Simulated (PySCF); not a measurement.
Consider C₅H₁₅NOSi₂ (SMILES C=CN([SiH3])[SiH2]OC(C)C).

```xyz
24

C    -4.0298   -0.8775    0.4977
C    -2.8112   -1.1003    0.0246
N    -1.7553   -0.2108   -0.0202
Si   -2.0108    1.4656    0.4126
Si   -0.2590   -0.8922   -0.5782
O     0.8295    0.2338   -0.2219
C     2.1585    0.3729   -0.6454
C     2.8391    1.3890    0.2684
C     2.9027   -0.9563   -0.6413
H    -4.3237    0.0656    0.9213
H    -4.7736   -1.6532    0.4725
H    -2.5725   -2.0759   -0.3784
H    -3.1608    1.9503   -0.3593
H    -2.2705    1.5570    1.8543
H    -0.8228    2.2243    0.0503
H     0.0023   -2.1416    0.1470
H    -0.3427   -1.1604   -2.0223
H     2.1409    0.7646   -1.6737
H     3.8493    1.5894   -0.0778
H     2.8793    1.0015    1.2832
H     2.2746    2.3175    0.2757
H     3.9373   -0.8062   -0.9385
H     2.8770   -1.3882    0.3555
H     2.4304   -1.6491   -1.3318
```

Geometry: GFN2-xTB.

Computed with PBE0/pcSseg-1, SCF density, gas phase, non-relativistic (PySCF 2.14.0).

> Predict the electron density and electron localisation function between the atoms.

C–C (1.33 Å): ρ at the midpoint is about 2.3 e/Å³; the ELF peaks at about 0.95 between the atoms (a multiple bond).
C–N (1.38 Å): ρ is about 2.2 e/Å³ halfway; the ELF peaks at about 0.90 between the atoms: a covalent bond.
Si–N (1.74 Å): the density is about 1.1 e/Å³ at the midpoint; the ELF peaks at about 0.90 between the atoms; a shared but strongly polarised pair.
C–H (1.07 Å): ρ at the midpoint is about 2 e/Å³; the ELF climbs to about 1 towards the hydrogen, as it does in any bond to H (an ordinary covalent bond to hydrogen).

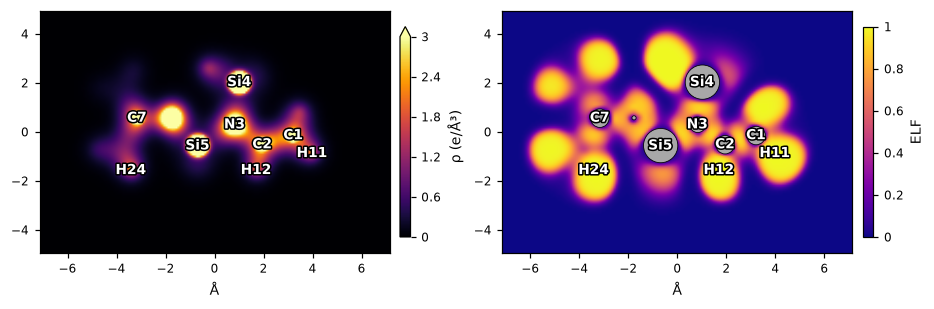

Computed electron density and electron localisation function on the plane of atoms C2, N3 and Si4, in this order. Grey discs cover the atomic cores in the ELF map. 
